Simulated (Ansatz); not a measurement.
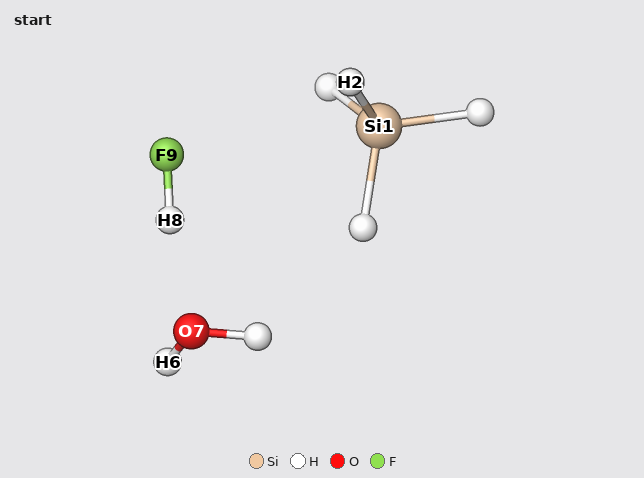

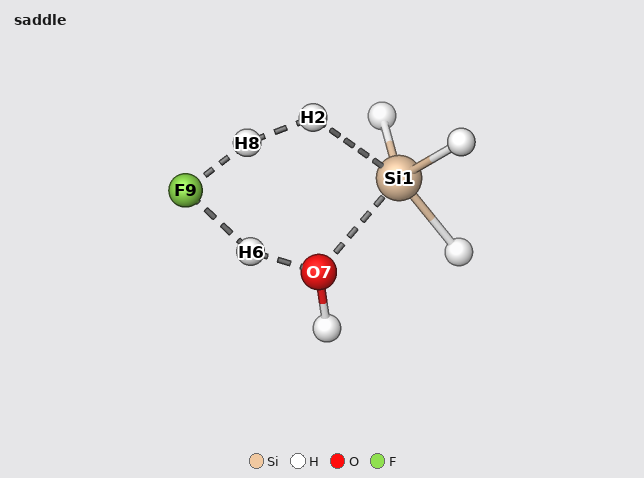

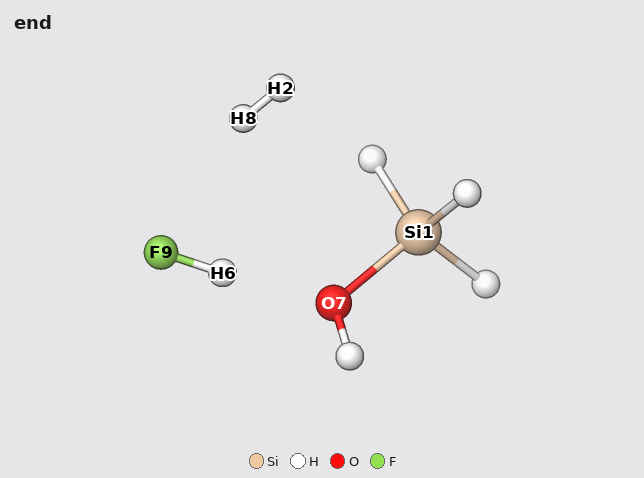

A saddle point and the two end points reached downhill from it. Broken sticks mark bonds that form or break. The species is neutral and a spin singlet. Geometries: PBE0-D4/def2-TZVP; all other levels are single points on them, and energies count from the start as drawn. Program: Ansatz 0.2.0. In CBS estimates cores are frozen, and CCSD(T) − MP2 is taken in the smaller basis.

> Which bonds form and which break from start to end?

Formed: Si1–O7, H2–H8, H6–F9; broken: Si1–H2, H6–O7, H8–F9. At the saddle point Si1···O7 is 1.83 Å, H2···H8 is 1.03 Å, H6···F9 is 1.34 Å, Si1···H2 is 1.73 Å, H6···O7 is 1.06 Å, H8···F9 is 1.13 Å.

Give the electronic barrier and the reaction energy from start to end in kcal/mol (no zero-point energy) with CCSD(T)/CBS (MP2 limit from def2-TZVPP and def2-QZVPP plus CCSD(T) − MP2); RHF-CCSD(T) (frozen core)/def2-TZVPP; RHF-MP2 (frozen core)/def2-QZVPP; B97M-V/def2-TZVPP; CAM-B3LYP-D4/def2-TZVPP.

```tsv
level	barrier	reaction energy
CCSD(T)/CBS (MP2 limit from def2-TZVPP and def2-QZVPP plus CCSD(T) − MP2)	35.9	−12.8
RHF-CCSD(T) (frozen core)/def2-TZVPP	36.3	−12.1
RHF-MP2 (frozen core)/def2-QZVPP	34.2	−14.3
B97M-V/def2-TZVPP	30.6	−11.1
CAM-B3LYP-D4/def2-TZVPP	32.3	−12.4
```
